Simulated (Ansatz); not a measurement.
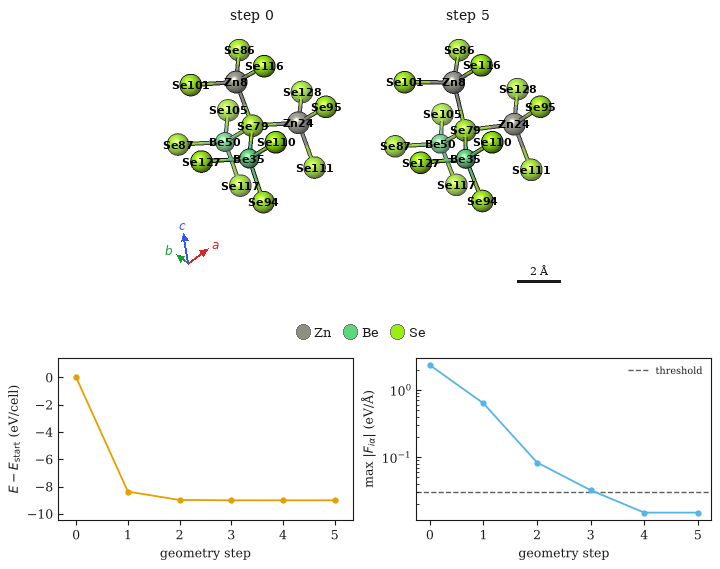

First and last geometry of a relaxation of a crystal of Zn24Be40Se64 (a generated structure, set up in P1), with the history of the run. Style: ball-and-stick. Shown: the atoms within 4.2 Å of the atom that moves most (axes of the cell of the calculation (origin shifted)), slightly off an axis.

Method: DFT, PBEsol, PAW, plane waves in Ansatz 0.2.0. (plane-wave cutoff 420 eV; k-point mesh 1 × 1 × 1; mesh shifted by (0.5, 0.5, 0.5); no spin polarisation; cell relaxed at fixed shape; force threshold 0.03 eV/Å; at most 80 steps)

> Read the history and describe the run.

It converged. The largest moves relative to the cell, 0.27 Å, are those of Se79 and Se80. Se79 goes along [−3 2 −2]. Largest moves by element: Se 0.27 Å, Be 0.13 Å, Zn 0.13 Å. The drawn cell changes as follows: a = b = c 15.049 → 15.045 Å (0.0 %); the volume changes by −0.1 %. Near-neighbour distances that change, for instance: Zn8–Se101 2.255 → 2.411 Å, Zn24–Se79 2.267 → 2.419 Å, Be35–Se127 2.355 → 2.231 Å, Zn24–Se128 2.274 → 2.397 Å. Bond angles that change, for instance: Be35–Se79–Be50 107.8° → 119.1°, Zn8–Se79–Zn24 110.5° → 100.4°, Se79–Be50–Se105 108.6° → 115.7°. The space group stays P1 (No. 1). After 5 geometry steps the energy has fallen by 9.010 eV per cell of the calculation. The largest force component goes from 2.3 to 0.015 eV/Å. Pressure: 1.83 GPa at the start and 0.01 GPa at the end. Cost: 10 s on 1 × NVIDIA GB200 with 8 threads of Arm Neoverse-V2, peak memory 2.5 GiB.
